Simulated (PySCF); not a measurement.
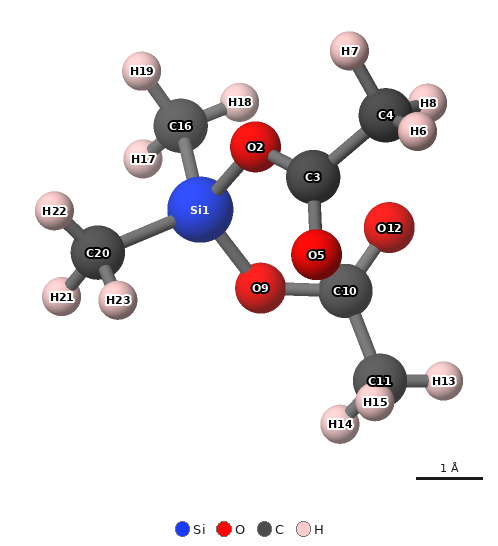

*The input geometry (ball-and-stick view, seen at a tilt; atoms are numbered from 1 in the order of the input).*

C₆H₁₂O₄Si: geometry relaxation (part 1 of 2)

The run: geometry relaxation of C₆H₁₂O₄Si (Si(OAc)2Me2), SMILES CC(=O)O[Si](C)(C)OC(C)=O. Method and program: PBE0-D3(BJ)/def2-SVP geometry optimisation, gas phase (PySCF 2.14.0).

It belongs to a series of runs on one base structure; here: two ligands: Me to OAc1.

## Input
```
{"job": {"xc": "PBE0", "basis": "def2-SVP", "d3": "d3bj", "grid": 1, "maxiter": 40, "shake": 0.03, "kind": "geom"}, "charge": 0, "multiplicity": 1}
Si    -0.919790    -0.081030    -0.686710
O     -0.959740    -0.346870     0.924860
C      0.030450    -0.874030     1.558780
C      0.163610    -0.526970     3.035920
O      0.927600    -1.542500     1.006720
H      0.722000    -1.174470     3.587630
H     -0.922030    -0.610030     3.428410
H      0.447300     0.513270     3.133020
O      0.564750     0.342300    -1.143370
C      1.512960     0.866260    -0.411780
C      2.870190     0.533640    -0.911510
O      1.291990     1.540340     0.547990
H      3.545600     1.228090    -0.507190
H      2.881330     0.624230    -2.000140
H      3.089050    -0.521250    -0.653900
C     -2.113750     1.549970    -0.789550
H     -2.198120     1.872020    -1.847180
H     -1.747430     2.353170    -0.210110
H     -3.114980     1.261230    -0.439490
C     -1.532630    -1.498470    -1.712440
H     -1.478910    -1.299520    -2.818140
H     -2.440850    -1.904850    -1.510060
H     -0.761340    -2.314890    -1.603500
```

The first line tells a small driver script what to run in PySCF; the rest is the geometry in Å.

Machine: 2 CPU threads, shared host.

Launch command:
```bash
OMP_NUM_THREADS=2 python <driver script> task.json out
```

## What the program printed
```
step   0  E = -825.17289026  max force = 0.100667
step   1  E = -825.20995888  max force = 0.043448
step   2  E = -825.21491449  max force = 0.016306
step   3  E = -825.21867100  max force = 0.015067
step   4  E = -825.21999466  max force = 0.007274
step   5  E = -825.22053342  max force = 0.003248
step   6  E = -825.22065320  max force = 0.002353
step   7  E = -825.22077685  max force = 0.001943
step   8  E = -825.22084224  max force = 0.001562
step   9  E = -825.22086239  max force = 0.001264
step  10  E = -825.22089171  max force = 0.000912
step  11  E = -825.22091138  max force = 0.000407
step  12  E = -825.22093151  max force = 0.000667
step  13  E = -825.22094229  max force = 0.001181
step  14  E = -825.22094529  max force = 0.001055
step  15  E = -825.22094766  max force = 0.000590
step  16  E = -825.22095011  max force = 0.000274
optimisation converged
```

## Trajectory as extended XYZ (Å, eV, eV/Å), 17 frames, from step=0 to step=16
```
23
Properties=species:S:1:pos:R:3:forces:R:3 step=0 energy=-22454.09805
Si   -0.9198   -0.0810   -0.6867   -4.3962   2.4177  -1.7334
O    -0.9597   -0.3469    0.9249   -1.1676  -0.0437   1.4544
C     0.0305   -0.8740    1.5588    4.7859  -2.0192   1.2073
C     0.1636   -0.5270    3.0359   -5.1765   1.2291  -1.9278
O     0.9276   -1.5425    1.0067   -2.2537   1.1737   0.5774
H     0.7220   -1.1745    3.5876    2.2525  -2.0851   1.4099
H    -0.9220   -0.6100    3.4284    1.4544   0.3514  -0.2216
H     0.4473    0.5133    3.1330    0.3089   0.5054   0.0128
O     0.5647    0.3423   -1.1434    0.7682  -0.6241  -1.7811
C     1.5130    0.8663   -0.4118    1.4349   0.3794   0.1940
C     2.8702    0.5336   -0.9115   -0.9155  -1.0338  -0.8566
O     1.2920    1.5403    0.5480   -0.2873   0.5806   0.9254
H     3.5456    1.2281   -0.5072    1.4050   0.8748   0.8805
H     2.8813    0.6242   -2.0001    0.0197  -0.1197  -0.2643
H     3.0890   -0.5212   -0.6539    0.0663   0.3289   0.0597
C    -2.1138    1.5500   -0.7895    0.5442  -3.0214  -1.4174
H    -2.1981    1.8720   -1.8472   -0.0116  -0.0435   0.2403
H    -1.7474    2.3532   -0.2101    0.7107   1.1295   0.9847
H    -3.1150    1.2612   -0.4395   -0.0694   0.0338   0.0351
C    -1.5326   -1.4985   -1.7124    4.5360   0.4334  -1.6807
H    -1.4789   -1.2995   -2.8181   -0.1587   0.2832   0.7574
H    -2.4409   -1.9048   -1.5101   -3.2961  -1.1657   0.9833
H    -0.7613   -2.3149   -1.6035   -0.5540   0.4352   0.1608
23
Properties=species:S:1:pos:R:3:forces:R:3 step=1 energy=-22455.10674
Si   -0.9431   -0.0513   -0.6829   -2.2342   1.6574  -0.2724
O    -0.9619   -0.3636    0.9698   -0.5229   0.1134  -0.0273
C     0.0290   -0.9315    1.6172    1.9777  -0.7145   0.5463
C     0.0455   -0.5600    3.0733   -1.7463  -0.1769  -0.2135
O     0.8870   -1.6094    1.0753   -0.8774   0.4898   0.2257
H     0.6224   -1.2494    3.6709    0.6260  -0.1875   0.1830
H    -1.0131   -0.6005    3.4318    0.5350   0.1253  -0.0821
H     0.3586    0.4857    3.1619    0.2661   0.0679   0.0308
O     0.5770    0.3704   -1.1837    0.8098  -0.5005  -0.6612
C     1.5769    0.9140   -0.4822    0.2181   0.4611   0.4313
C     2.9420    0.5825   -1.0004   -0.4961  -0.0694  -0.4883
O     1.3720    1.6051    0.4812   -0.0467  -0.0543   0.1138
H     3.6628    1.2895   -0.5979    0.2646   0.0195   0.2760
H     2.9458    0.6454   -2.0968    0.0106  -0.0913  -0.0556
H     3.1670   -0.4589   -0.7231    0.0934   0.0690   0.0715
C    -2.0979    1.4940   -0.7887    0.5729  -1.3648  -0.4138
H    -2.1927    1.8143   -1.8400    0.0014   0.0497   0.0818
H    -1.7047    2.3163   -0.1908    0.1285   0.1947   0.1981
H    -3.0979    1.2082   -0.4282   -0.0168   0.0867   0.0501
C    -1.5363   -1.4784   -1.6905    1.4459  -0.4555  -0.6450
H    -1.5019   -1.2563   -2.7749   -0.1973   0.2186   0.2192
H    -2.5035   -1.8952   -1.4422   -0.5494  -0.0116   0.2752
H    -0.7755   -2.2812   -1.5808   -0.2630   0.0732   0.1566
23
Properties=species:S:1:pos:R:3:forces:R:3 step=2 energy=-22455.24159
Si   -0.9990    0.0430   -0.6997    0.2251  -0.5269   0.5409
O    -1.0045   -0.2511    0.9839   -0.3482   0.4233   0.5766
C     0.0299   -0.8013    1.6310   -0.2659  -0.3546  -0.3719
C     0.0594   -0.6414    3.1180   -0.0036   0.1744  -0.1494
O     0.8670   -1.3904    1.0055    0.8385  -0.6186  -0.0688
H     0.7603   -1.3650    3.5674   -0.0991   0.2435  -0.1877
H    -0.9365   -0.7592    3.5435   -0.3121  -0.0281   0.1196
H     0.3807    0.3930    3.3203    0.0757  -0.0522   0.0733
O     0.5788    0.4020   -1.1671   -0.1710   0.3510   0.1275
C     1.5541    0.9326   -0.4019    0.0698  -0.3903  -0.2718
C     2.8643    0.5669   -1.0263    0.4574   0.5809   0.2388
O     1.3712    1.5337    0.6270   -0.0267  -0.1131  -0.5719
H     3.6666    1.1784   -0.5867    0.0166  -0.1675  -0.0659
H     2.8293    0.6985   -2.1184   -0.0387   0.0088   0.1161
H     3.0451   -0.4987   -0.8252   -0.0185  -0.0228   0.0797
C    -2.0929    1.4765   -0.9219   -0.3391   0.5354  -0.0449
H    -2.1529    1.7581   -1.9835   -0.0045   0.0645  -0.0053
H    -1.7084    2.3319   -0.3396   -0.1141  -0.0775  -0.0780
H    -3.1080    1.2259   -0.5762   -0.0014   0.0929   0.0250
C    -1.4790   -1.4693   -1.6404    0.0265  -0.2749   0.0099
H    -1.4472   -1.2669   -2.7195   -0.1186   0.0381  -0.1056
H    -2.4819   -1.8475   -1.3670    0.1797   0.1348  -0.0659
H    -0.7390   -2.2599   -1.4447   -0.0279  -0.0214   0.0796
23
Properties=species:S:1:pos:R:3:forces:R:3 step=3 energy=-22455.34381
Si   -0.9976    0.0318   -0.6828    0.3057  -0.6176   0.3933
O    -0.9604   -0.2748    1.0016    0.2558   0.1166  -0.4602
C     0.0198   -0.9667    1.6116   -0.7748  -0.0598   0.1892
C     0.0237   -0.6695    3.0756    0.6807  -0.1220   0.0934
O     0.7540   -1.7295    1.0408    0.1315   0.1851  -0.1406
H     0.6212   -1.4297    3.5974   -0.0715   0.0882   0.0561
H    -0.9861   -0.5977    3.4844   -0.1894  -0.0213  -0.0085
H     0.5074    0.3136    3.1967   -0.0333   0.0001   0.0483
O     0.5752    0.3589   -1.2200    0.6080  -0.1535  -0.1281
C     1.5553    0.9585   -0.5139   -0.4634   0.1197  -0.1093
C     2.9348    0.6703   -1.0175   -0.0715  -0.0520  -0.0763
O     1.3036    1.6445    0.4403    0.0994   0.1135   0.3048
H     3.6585    1.3672   -0.5737   -0.1144  -0.0341  -0.0251
H     2.9693    0.7078   -2.1150    0.0041  -0.0153   0.0174
H     3.1848   -0.3555   -0.7078    0.0225  -0.0541  -0.0327
C    -2.0695    1.4885   -0.8960   -0.3382   0.4853   0.0144
H    -2.1515    1.7704   -1.9562    0.0190   0.0129  -0.0124
H    -1.6539    2.3399   -0.3334   -0.0369  -0.0337  -0.0335
H    -3.0826    1.2795   -0.5191   -0.0033   0.0328   0.0086
C    -1.5123   -1.4945   -1.5911   -0.0444   0.0326  -0.0335
H    -1.5308   -1.2945   -2.6723   -0.0527  -0.0474  -0.0645
H    -2.5139   -1.8269   -1.2727    0.0520   0.0225  -0.0414
H    -0.7918   -2.3019   -1.3987    0.0150   0.0018   0.0408
23
Properties=species:S:1:pos:R:3:forces:R:3 step=4 energy=-22455.37983
Si   -0.9813    0.0128   -0.6792   -0.3740   0.2578   0.0887
O    -0.9760   -0.2785    1.0021   -0.0003   0.0276  -0.0079
C    -0.0189   -0.9770    1.6313    0.2962   0.1853  -0.1025
C     0.0343   -0.6814    3.0986   -0.1782  -0.0956   0.0292
O     0.7565   -1.6911    1.0439   -0.1489   0.0091   0.0188
H     0.6530   -1.4252    3.6136   -0.0096   0.0081  -0.0072
H    -0.9789   -0.6415    3.5255    0.0696  -0.0029   0.0009
H     0.4844    0.3169    3.2193   -0.0105  -0.0071  -0.0428
O     0.5938    0.3419   -1.2070    0.2176  -0.0871  -0.0131
C     1.5564    0.9601   -0.5005   -0.1139   0.0470  -0.0433
C     2.9241    0.6693   -1.0332    0.0013   0.0076  -0.0096
O     1.3189    1.6411    0.4627   -0.0235  -0.0358   0.0518
H     3.6536    1.3656   -0.6044   -0.0067  -0.0095   0.0075
H     2.9336    0.7124   -2.1301    0.0024  -0.0061  -0.0082
H     3.1794   -0.3602   -0.7368    0.0073  -0.0035  -0.0160
C    -2.0710    1.5169   -0.9062    0.1787  -0.2976   0.0568
H    -2.1382    1.7990   -1.9679    0.0288  -0.0116  -0.0035
H    -1.6582    2.3655   -0.3412    0.0218  -0.0109   0.0108
H    -3.0899    1.3164   -0.5404    0.0070  -0.0039   0.0111
C    -1.5058   -1.5053   -1.5989    0.0798   0.0043  -0.0847
H    -1.5120   -1.3177   -2.6847   -0.0271  -0.0063   0.0287
H    -2.5104   -1.8348   -1.2944   -0.0058   0.0231   0.0081
H    -0.7902   -2.3156   -1.3940   -0.0121   0.0077   0.0263
23
Properties=species:S:1:pos:R:3:forces:R:3 step=5 energy=-22455.39449
Si   -0.9785    0.0143   -0.6774   -0.1365   0.0622   0.0933
O    -0.9671   -0.2501    1.0061   -0.0067   0.0076   0.0058
C    -0.0037   -0.9427    1.6306    0.0255  -0.0029  -0.0234
C     0.0084   -0.6948    3.1066   -0.0388  -0.0257   0.0131
O     0.7777   -1.6444    1.0380   -0.0405   0.0068   0.0126
H     0.6250   -1.4459    3.6139   -0.0047   0.0138  -0.0129
H    -1.0133   -0.6797    3.5114    0.0351  -0.0052  -0.0142
H     0.4432    0.3047    3.2652   -0.0048   0.0017  -0.0023
O     0.6013    0.3204   -1.2125    0.1670  -0.0154  -0.0572
C     1.5591    0.9366   -0.5002   -0.0833  -0.0398  -0.0162
C     2.9254    0.6896   -1.0589   -0.0002   0.0163  -0.0040
O     1.3205    1.5754    0.4918    0.0156   0.0409   0.0072
H     3.6480    1.3810   -0.6112   -0.0029  -0.0064   0.0021
H     2.9213    0.7741   -2.1535    0.0032   0.0026  -0.0079
H     3.2026   -0.3461   -0.8065   -0.0039   0.0040  -0.0059
C    -2.0437    1.5141   -0.9152    0.0451  -0.0692   0.0025
H    -2.1076    1.7844   -1.9802    0.0042   0.0057   0.0019
H    -1.6165    2.3626   -0.3604    0.0037  -0.0052   0.0051
H    -3.0636    1.3311   -0.5433    0.0057   0.0040   0.0018
C    -1.5173   -1.5101   -1.5777    0.0248  -0.0001  -0.0268
H    -1.5278   -1.3394   -2.6656   -0.0075  -0.0029   0.0158
H    -2.5254   -1.8214   -1.2641    0.0072   0.0113   0.0014
H    -0.8107   -2.3241   -1.3588   -0.0075  -0.0040   0.0080
23
Properties=species:S:1:pos:R:3:forces:R:3 step=6 energy=-22455.39775
Si   -0.9692    0.0165   -0.6670    0.0359  -0.0909   0.0266
O    -0.9665   -0.2307    1.0183    0.0216   0.0594   0.0644
C    -0.0212   -0.9480    1.6428   -0.1048  -0.0763  -0.0369
C    -0.0188   -0.7307    3.1229    0.0490   0.0399  -0.0125
O     0.7438   -1.6615    1.0451    0.0791  -0.0234  -0.0142
H     0.5818   -1.5013    3.6193   -0.0057   0.0058  -0.0138
H    -1.0417   -0.7061    3.5190   -0.0268  -0.0026   0.0050
H     0.4323    0.2576    3.3045   -0.0136   0.0064   0.0201
O     0.6155    0.3012   -1.2129    0.0294  -0.0276   0.0501
C     1.5628    0.9522   -0.5204   -0.0297   0.0333  -0.1210
C     2.9257    0.7178   -1.0926    0.0505   0.0101   0.0494
O     1.3225    1.6190    0.4531   -0.0200  -0.0449   0.0037
H     3.6409    1.4317   -0.6693    0.0085  -0.0027  -0.0035
H     2.9063    0.7767   -2.1889   -0.0070   0.0075   0.0059
H     3.2261   -0.3064   -0.8208    0.0048  -0.0034  -0.0128
C    -2.0092    1.5175   -0.9235   -0.0627   0.0992  -0.0091
H    -2.0657    1.7782   -1.9913   -0.0018   0.0069   0.0032
H    -1.5705    2.3649   -0.3758   -0.0015  -0.0004  -0.0007
H    -3.0321    1.3540   -0.5513   -0.0021   0.0063  -0.0038
C    -1.5194   -1.5143   -1.5491   -0.0136   0.0089   0.0122
H    -1.5297   -1.3589   -2.6385    0.0055  -0.0041  -0.0067
H    -2.5320   -1.8058   -1.2307    0.0065  -0.0023  -0.0028
H    -0.8245   -2.3338   -1.3147   -0.0016  -0.0049  -0.0031
23
Properties=species:S:1:pos:R:3:forces:R:3 step=7 energy=-22455.40111
Si   -0.9621    0.0121   -0.6593    0.0999  -0.0700  -0.0220
O    -0.9620   -0.2187    1.0276   -0.0032   0.0025   0.0310
C    -0.0308   -0.9548    1.6506   -0.0477   0.0209  -0.0119
C    -0.0451   -0.7528    3.1326    0.0665   0.0183  -0.0040
O     0.7393   -1.6617    1.0516    0.0341  -0.0510  -0.0004
H     0.5523   -1.5268    3.6265   -0.0003  -0.0080   0.0039
H    -1.0723   -0.7363    3.5161   -0.0430  -0.0071   0.0167
H     0.3996    0.2350    3.3329   -0.0139   0.0004   0.0045
O     0.6264    0.2701   -1.2188    0.0197  -0.0284  -0.0045
C     1.5678    0.9418   -0.5413   -0.0250   0.0181  -0.0203
C     2.9344    0.7453   -1.1206   -0.0029  -0.0259   0.0018
O     1.3214    1.5984    0.4379   -0.0021   0.0219   0.0230
H     3.6342    1.4718   -0.6933   -0.0039   0.0046  -0.0017
H     2.9082    0.8147   -2.2163    0.0020   0.0079  -0.0006
H     3.2621   -0.2738   -0.8620   -0.0008  -0.0043  -0.0106
C    -1.9786    1.5274   -0.9287   -0.0542   0.0979  -0.0097
H    -2.0311    1.7814   -1.9982   -0.0033   0.0028   0.0011
H    -1.5240    2.3709   -0.3880    0.0002   0.0003   0.0010
H    -3.0038    1.3866   -0.5537   -0.0042  -0.0005  -0.0040
C    -1.5330   -1.5210   -1.5241   -0.0354   0.0176   0.0351
H    -1.5447   -1.3797   -2.6150    0.0150  -0.0033  -0.0144
H    -2.5494   -1.7916   -1.1996   -0.0023  -0.0108  -0.0031
H    -0.8515   -2.3484   -1.2786    0.0047  -0.0038  -0.0107
23
Properties=species:S:1:pos:R:3:forces:R:3 step=8 energy=-22455.40289
Si   -0.9463    0.0073   -0.6501    0.0147   0.0451  -0.0596
O    -0.9520   -0.2105    1.0387    0.0230  -0.0164  -0.0331
C    -0.0432   -0.9692    1.6670   -0.0157  -0.0178   0.0326
C    -0.0785   -0.7745    3.1503    0.0237   0.0095   0.0061
O     0.7207   -1.6912    1.0767   -0.0355   0.0258   0.0083
H     0.5017   -1.5575    3.6496    0.0110  -0.0137   0.0121
H    -1.1137   -0.7514    3.5165    0.0040  -0.0092  -0.0038
H     0.3695    0.2083    3.3661   -0.0078   0.0016   0.0024
O     0.6434    0.2439   -1.2214   -0.0803  -0.0295   0.0092
C     1.5763    0.9416   -0.5618    0.0569  -0.0164   0.0412
C     2.9377    0.7703   -1.1621    0.0026   0.0052   0.0041
O     1.3310    1.5944    0.4209   -0.0026   0.0163  -0.0351
H     3.6300    1.5078   -0.7420    0.0092   0.0044  -0.0002
H     2.8930    0.8462   -2.2568    0.0021   0.0090  -0.0009
H     3.2889   -0.2442   -0.9168   -0.0079   0.0011  -0.0034
C    -1.9456    1.5408   -0.9293    0.0142  -0.0130   0.0073
H    -1.9944    1.7906   -1.9999   -0.0008  -0.0026  -0.0009
H    -1.4776    2.3796   -0.3929    0.0030   0.0013   0.0045
H    -2.9727    1.4181   -0.5533   -0.0003  -0.0069  -0.0018
C    -1.5381   -1.5253   -1.5019   -0.0231   0.0117   0.0229
H    -1.5478   -1.3950   -2.5945    0.0134   0.0020  -0.0039
H    -2.5574   -1.7806   -1.1750   -0.0093  -0.0074   0.0001
H    -0.8677   -2.3598   -1.2495    0.0051  -0.0001  -0.0080
```
